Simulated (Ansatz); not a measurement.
# Sn wire along [100], 37 atoms a period, H-terminated: bands by functional, part 2 of 2

What gap, if any, does the Sn wire along [100], 37 atoms a period, H-terminated have, and how does it change with the functional?

Ansatz 0.2.0; DFT PBE, plane waves, PAW; relaxation of a wire's period; PAW set soft_1 (the session's first sound run).

So far: The structure; The relaxed wire.

### 2. The relaxed wire (continued)

Step by step:

```csv
step,energy less that of the first step (eV),largest force component (eV/Å),pressure (GPa),volume (Å³)
1,0.0000,0.1666,-0.32,3254.10
2,0.0874,0.7351,0.24,3250.28
3,-0.2270,0.0584,-0.10,3255.62
4,-0.2879,0.0453,-0.02,3264.42
5,-0.3609,0.0361,0.00,3263.09
6,-0.3879,0.1372,-0.04,3266.12
7,-0.3849,0.0735,0.03,3257.91
8,-0.4054,0.0103,0.00,3259.98
9*,-0.4059,0.0103,0.01,3259.98
```

Relaxation steps marked * repeat the geometry before them on a plane-wave basis chosen anew for their cell, so energy and pressure can jump there. Relaxation steps 2, 7 were tried and not accepted.

Forces are held to the 8 operations that the run works with; a distortion that breaks them can't arise in this run.

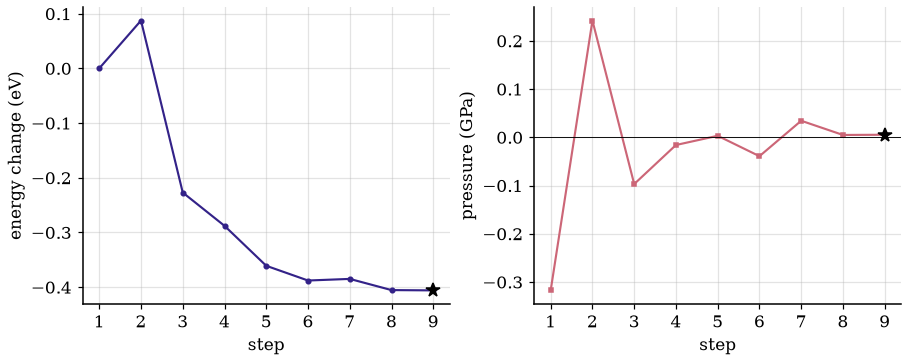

Energy and pressure along the relaxation. Stars mark steps on a basis chosen anew.

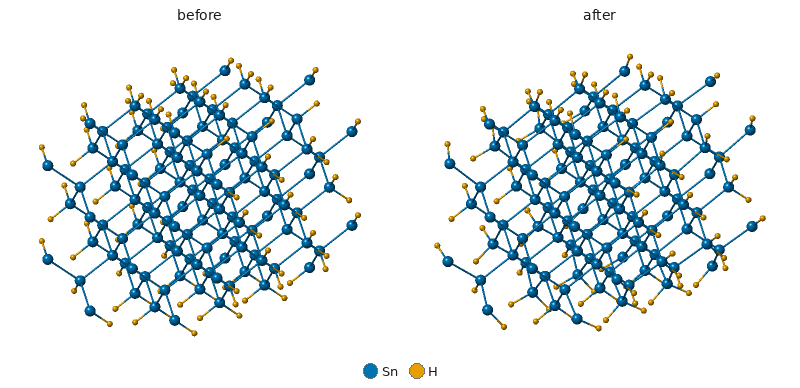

Before and after, at one scale.

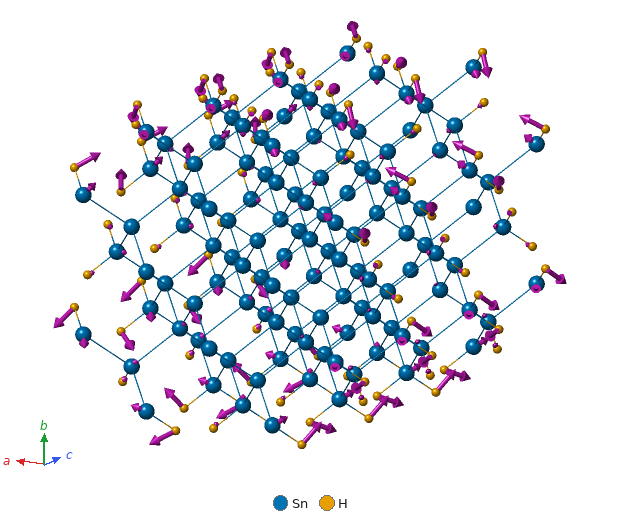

Displacements in the relaxation, exaggerated, measured against the changing cell; the longest in the cell stands for 0.47 Å. 1×1×3 cells are drawn. Some periodic images of atoms are drawn too.

```csv
cell as run,before,after,change
c (Å),6.650,6.662,+0.2 %
```

The atoms that moved most (Å, along periodic axes as changes of fractional coordinates times the final cell, across vacuum about the mean position):

```csv
atom,dx,dy,dz,length
H14,-0.176,0.276,-0.339,0.471
H17,0.276,-0.176,-0.339,0.471
H62,0.276,0.176,0.339,0.471
H65,0.176,0.276,0.339,0.471
H61,-0.276,-0.176,0.339,0.471
H58,-0.176,-0.276,0.339,0.471
H16,-0.276,0.176,-0.339,0.471
H19,0.176,-0.276,-0.339,0.471
```

This step gave:

```yaml
cell_length_along_the_wire: 6.662 Å
```

The cell's length comes to 6.662 Å with spin left out.

### 3. Bands of the perfect wire

This step: DFT PBE, plane waves, PAW; bands of a perfect wire; PAW set soft_1 (Ansatz 0.2.0).

At the relaxed period the bands are computed along the axis; those that cross an energy going forward count the channels that a perfect wire would open there.

Contents of input.yaml:

```yaml
crystal:
  lattice:
    - [22.121, 0.0, 0.0]
    - [0.0, 22.121, 0.0]
    - [0.0, 0.0, 6.6620135519]
  atoms:
    - { symbol: Sn, position: [0.203150448, 0.344243132, 0.020209731] }
    - { symbol: Sn, position: [0.203150448, 0.655756868, 0.979790269] }
    - { symbol: Sn, position: [0.344243132, 0.203150448, 0.020209731] }
    - { symbol: Sn, position: [0.349893778, 0.5, 0.0] }
    - { symbol: Sn, position: [0.344243132, 0.796849552, 0.979790269] }
    - { symbol: Sn, position: [0.5, 0.349893778, 0.0] }
    - { symbol: Sn, position: [0.5, 0.650106222, 0.0] }
    - { symbol: Sn, position: [0.655756868, 0.203150448, 0.979790269] }
    - { symbol: Sn, position: [0.650106222, 0.5, 0.0] }
    - { symbol: Sn, position: [0.655756868, 0.796849552, 0.020209731] }
    - { symbol: Sn, position: [0.796849552, 0.344243132, 0.979790269] }
    - { symbol: Sn, position: [0.796849552, 0.655756868, 0.020209731] }
    - { symbol: H, position: [0.168773185, 0.2940642, 0.184838033] }
    - { symbol: H, position: [0.145738547, 0.6171078, 0.101072588] }
    - { symbol: H, position: [0.2940642, 0.168773185, 0.184838033] }
    - { symbol: H, position: [0.3828922, 0.854261453, 0.101072588] }
    - { symbol: H, position: [0.6171078, 0.145738547, 0.101072588] }
    - { symbol: H, position: [0.7059358, 0.831226815, 0.184838033] }
    - { symbol: H, position: [0.854261453, 0.3828922, 0.101072588] }
    - { symbol: H, position: [0.831226815, 0.7059358, 0.184838033] }
    - { symbol: Sn, position: [0.275771483, 0.424833622, 0.250659385] }
    - { symbol: Sn, position: [0.276801456, 0.723198544, 0.247009862] }
    - { symbol: Sn, position: [0.424833622, 0.275771483, 0.250659385] }
    - { symbol: Sn, position: [0.425319514, 0.574680486, 0.248853523] }
    - { symbol: Sn, position: [0.574680486, 0.425319514, 0.248853523] }
    - { symbol: Sn, position: [0.575166378, 0.724228517, 0.250659385] }
    - { symbol: Sn, position: [0.723198544, 0.276801456, 0.247009862] }
    - { symbol: Sn, position: [0.724228517, 0.575166378, 0.250659385] }
    - { symbol: H, position: [0.156258726, 0.544514652, 0.352881055] }
    - { symbol: H, position: [0.455485348, 0.843741274, 0.352881055] }
    - { symbol: H, position: [0.544514652, 0.156258726, 0.352881055] }
    - { symbol: H, position: [0.843741274, 0.455485348, 0.352881055] }
    - { symbol: H, position: [0.231180835, 0.768819165, 0.396624437] }
    - { symbol: H, position: [0.768819165, 0.231180835, 0.396624437] }
    - { symbol: Sn, position: [0.203163184, 0.5, 0.5] }
    - { symbol: Sn, position: [0.350911938, 0.350911938, 0.501059117] }
    - { symbol: Sn, position: [0.350911938, 0.649088062, 0.498940883] }
    - { symbol: Sn, position: [0.5, 0.203163184, 0.5] }
    - { symbol: Sn, position: [0.5, 0.5, 0.5] }
    - { symbol: Sn, position: [0.5, 0.796836816, 0.5] }
    - { symbol: Sn, position: [0.649088062, 0.350911938, 0.498940883] }
    - { symbol: Sn, position: [0.649088062, 0.649088062, 0.501059117] }
    - { symbol: Sn, position: [0.796836816, 0.5, 0.5] }
    - { symbol: H, position: [0.231180835, 0.231180835, 0.603375563] }
    - { symbol: H, position: [0.768819165, 0.768819165, 0.603375563] }
    - { symbol: H, position: [0.156258726, 0.455485348, 0.647118945] }
    - { symbol: H, position: [0.455485348, 0.156258726, 0.647118945] }
    - { symbol: H, position: [0.544514652, 0.843741274, 0.647118945] }
    - { symbol: H, position: [0.843741274, 0.544514652, 0.647118945] }
    - { symbol: Sn, position: [0.276801456, 0.276801456, 0.752990138] }
    - { symbol: Sn, position: [0.275771483, 0.575166378, 0.749340615] }
    - { symbol: Sn, position: [0.425319514, 0.425319514, 0.751146477] }
    - { symbol: Sn, position: [0.424833622, 0.724228517, 0.749340615] }
    - { symbol: Sn, position: [0.575166378, 0.275771483, 0.749340615] }
    - { symbol: Sn, position: [0.574680486, 0.574680486, 0.751146477] }
    - { symbol: Sn, position: [0.724228517, 0.424833622, 0.749340615] }
    - { symbol: Sn, position: [0.723198544, 0.723198544, 0.752990138] }
    - { symbol: H, position: [0.145738547, 0.3828922, 0.898927412] }
    - { symbol: H, position: [0.168773185, 0.7059358, 0.815161967] }
    - { symbol: H, position: [0.2940642, 0.831226815, 0.815161967] }
    - { symbol: H, position: [0.3828922, 0.145738547, 0.898927412] }
    - { symbol: H, position: [0.6171078, 0.854261453, 0.898927412] }
    - { symbol: H, position: [0.7059358, 0.168773185, 0.815161967] }
    - { symbol: H, position: [0.831226815, 0.2940642, 0.815161967] }
    - { symbol: H, position: [0.854261453, 0.6171078, 0.898927412] }
kpoints:
  mp_grid: { grid: [1, 1, 13] }
  band_path: { path: ["Γ", Z], npoints: 90 }
scf:
  occupations: { method: fermi_dirac, width: 0.05 }
hamiltonian:
  xc: pbe
  pseudopotentials: { kind: paw, azcp: { folder: soft_1 } }
output:
  dos: { e_range: [-5, 4] }
  write_potential: true
  write_density: true
  volumetric_format: npy
```

Started as:

```bash
> ansatz run input.yaml --threads 8 --pin off --max-ram 16384MiB --backend cpu --events-out ev --progress --plain --runs-dir out
```

Numbers of over 12 decimals in the logs are rounded to 6 here.

Output:

```text
[...]
Crystal: 65 atoms, lattice volume = 3259.981 Å³
Basis set: ecut = 420 eV, 63687 PW (Γ)
Bands: 338, of which v1, the nominal top of the filled ones, is band 273 counted from 1 (272 counted from 0)
Symmetry: 8 space group operations
[...]
k-points: 7 of 13
[...]
SCF iter   1: F=—  HF=-223339.158571 eV  |F-HF|=—  |Δ(HF+E_count)|=         —  Δρ=2.94e-2  dr2=3.00e1  ethr=3.10e-3  ⟨swp⟩=6.1  Hψ=10337  notcnv=0  defer=157
[...]
SCF iter  11: F=-223331.148410 eV  HF=-223331.148410 eV  |F-HF|=3.09e-8  |Δ(HF+E_count)|=   7.31e-7  Δρ=7.81e-7  dr2=4.03e-8  ethr=1.83e-11  ⟨swp⟩=15.9  Hψ=12213  notcnv=0
SCF 1 converged in 11 iterations: F = -223331.148410 eV  dr2 = 4.03e-8
[...]
NSCF: frozen V_eff on 91 k-points
WARN: The output density's exchange-correlation potential varies sharply where the density is thin. Do not read a vacuum level from v_tot or v_xc, or from such a field of the output density. On a cell that repeats whose density bears no net charge and no dipole along the vacuum's axis use v_es (v_loc + v_h of the components); under efield.dipole_correction with no amplitude use v_es + v_field, which holds any externa [...]
SCF converged after 11 iterations
Free energy (F): -223331.148410 eV
[...]
Internal energy: -223331.148402 eV  (E = F + TS)
E sigma→0 (E₀):  -223331.148406 eV
Entropy (-TS):   -0.000008 eV (-0.000 meV/atom)
Fermi energy:    0.387302 eV
[...]
--- Band table (eV; the first three rows and the last of 7) ---
  k-point 0: bands = [... 269 lower, -0.3808, -0.3598, -0.3598, -0.1576, 0.9087, 1.7363, 1.7363, 1.8123, ... 61 higher]
  k-point 1: bands = [... 269 lower, -0.4251, -0.3461, -0.3461, -0.2125, 0.9871, 1.7348, 1.7348, 1.8212, ... 61 higher]
  k-point 2: bands = [... 269 lower, -0.5350, -0.3331, -0.3122, -0.3122, 1.1721, 1.5725, 1.5725, 1.7951, ... 61 higher]
  k-point 6: bands = [... 269 lower, -0.7454, -0.7432, -0.7432, -0.6570, 1.1855, 1.2449, 1.2449, 1.3038, ... 61 higher]
```

Elapsed: 21 min, on 8 threads of Intel Xeon 6975P-C (Granite Rapids), shared host; peak memory 14 GiB; 2.1 h of CPU time.

The column dr2 measures how far the density is from self-consistency, as an energy; F and HF (Harris–Foulkes) agree once it is small.

Numbers from this step:

* band gap: 1.066 eV

Electronic bands along the path, in eV, zero at the Fermi level; v1 is the highest filled band, c1 the lowest empty one:

```csv
point,v4,v3,v2,v1,c1,c2,c3,c4
Γ,-0.77,-0.75,-0.75,-0.54,0.52,1.35,1.35,1.43
Z,-1.17,-1.17,-1.10,-1.10,0.79,0.85,0.85,0.92
```

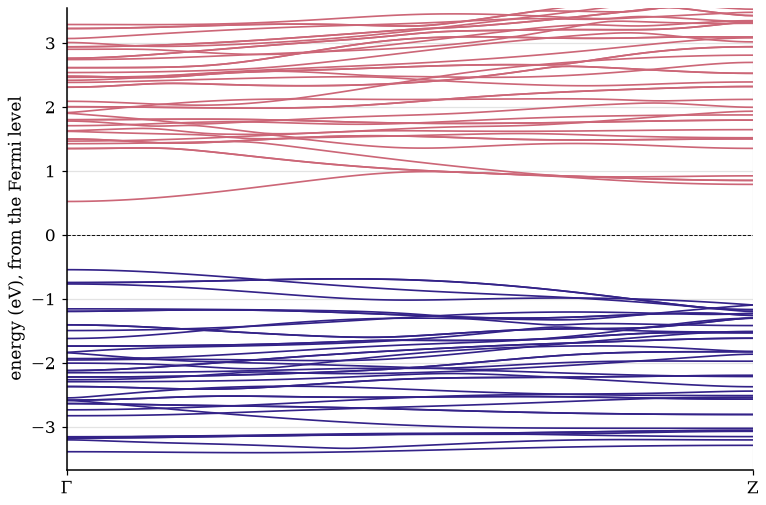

Electronic bands along the path; lines of filled and empty bands in two colours.

The gap is 1.07 eV, with spin left out.

On this path the gap is direct, 1.07 eV, with the valence top at Γ and the conduction bottom at Γ.

### 4. Another level of theory, cutoff 500 eV, k-mesh 1×1×10

This step: DFT r2SCAN, plane waves, PAW; bands of a perfect wire at the PBE geometry; PAW set soft_1 (Ansatz 0.2.0).

The atoms stay at the PBE geometry and the functional changes. r2SCAN also reads the kinetic-energy density; it often gives larger moments and wider gaps than PBE, at a higher cost. Against the first PBE run of this kind, the cutoff is 500 eV against 420 and the mesh along the wire has 10 points against 13.

input.yaml, as its differences from that of step 3:

```diff
@@ -72,3 +72,3 @@
 kpoints:
-  mp_grid: { grid: [1, 1, 13] }
+  mp_grid: { grid: [1, 1, 10] }
   band_path: { path: ["Γ", Z], npoints: 90 }
@@ -77,8 +77,3 @@
 hamiltonian:
-  xc: pbe
+  xc: r2scan
   pseudopotentials: { kind: paw, azcp: { folder: soft_1 } }
-output:
-  dos: { e_range: [-5, 4] }
-  write_potential: true
-  write_density: true
-  volumetric_format: npy
```

Output:

```text
[...]
Crystal: 65 atoms, lattice volume = 3259.981 Å³
Basis set: ecut = 500 eV, 82721 PW (Γ), exchange–correlation on 648×648×200 points (64 copies of the dense FFT grid, shifted against one another)
Bands: 338, of which v1, the nominal top of the filled ones, is band 273 counted from 1 (272 counted from 0)
Symmetry: 8 space group operations
[...]
k-points: 6 of 10
[...]
SCF iter   1: F=—  HF=-223870.351652 eV  |F-HF|=—  |Δ(HF+E_count)|=         —  Δρ=2.82e-2  dr2=2.70e1  dr2_τ=2.14e-1  ethr=3.10e-3  ⟨swp⟩=6.0  Hψ=7770  notcnv=0  defer=159
[...]
SCF iter  11: F=-223866.030498 eV  HF=-223866.030498 eV  |F-HF|=5.06e-8  |Δ(HF+E_count)|=   8.07e-7  Δρ=7.00e-7  dr2=3.56e-8  dr2_τ=5.96e-10  ethr=1.83e-11  ⟨swp⟩=16.2  Hψ=9883  notcnv=0
SCF 1 converged in 11 iterations: F = -223866.030498 eV  dr2 = 3.56e-8
[...]
SCF converged after 11 iterations
Free energy (F): -223866.030498 eV
[...]
Internal energy: -223866.030497 eV  (E = F + TS)
E sigma→0 (E₀):  -223866.030498 eV
Entropy (-TS):   -0.000001 eV (-0.000 meV/atom)
Fermi energy:    0.371943 eV
[...]
--- Band table (eV; the first three rows and the last of 6) ---
  k-point 0: bands = [... 269 lower, -0.5633, -0.5197, -0.5197, -0.3230, 1.0473, 1.7785, 1.7785, 1.8567, ... 61 higher]
  k-point 1: bands = [... 269 lower, -0.6377, -0.4985, -0.4985, -0.4047, 1.1638, 1.7939, 1.7939, 1.8882, ... 61 higher]
  k-point 2: bands = [... 269 lower, -0.7911, -0.5680, -0.4708, -0.4708, 1.4014, 1.5823, 1.5823, 1.7731, ... 61 higher]
  k-point 5: bands = [... 269 lower, -0.9829, -0.9829, -0.9122, -0.9121, 1.2637, 1.3278, 1.3278, 1.4025, ... 61 higher]
```

Run time: 30 min. Hardware: 8 threads; peak memory 14 GiB; 3.1 h of CPU time.

This step gave:

| Item | Value |
| --- | --- |
| band gap | 1.370 eV |

Electronic bands along the path, in eV, zero at the Fermi level; v1 is the highest filled band, c1 the lowest empty one:

```csv
point,v4,v3,v2,v1,c1,c2,c3,c4
Γ,-0.94,-0.89,-0.89,-0.69,0.68,1.41,1.41,1.48
Z,-1.35,-1.35,-1.28,-1.28,0.89,0.96,0.96,1.03
```

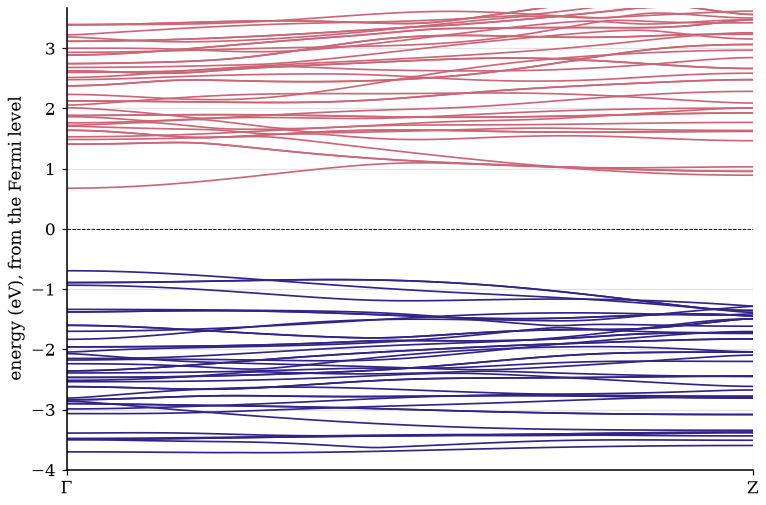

Electronic bands along the path; lines of filled and empty bands in two colours.

The gap is 1.37 eV, against 1.07 eV under PBE at the relaxed period.

### 5. Results

- cell length, PBE: 6.662 Å
- gap, PBE: 1.07 eV
- gap, r2SCAN: 1.37 eV

What this shows: Under PBE the cell's length is 6.66 Å, and a gap of 1.07 eV makes it a semiconductor. At the relaxed period the wire is gapped under every functional, from 1.07 eV (PBE) to 1.37 eV (r2SCAN). Weak screening in one dimension makes quasiparticle gaps larger than the semilocal gaps, as a rule.

[Logs are printed without paths, hosts, clocks, repeated set-up lines and the standing remarks that a program may print on its own settings, such as how far it seeks lower states.]

[Hosts, paths, dates, database ids (printed as entryN), source tags and the programs' standing remarks are cut or masked in the printed files.]
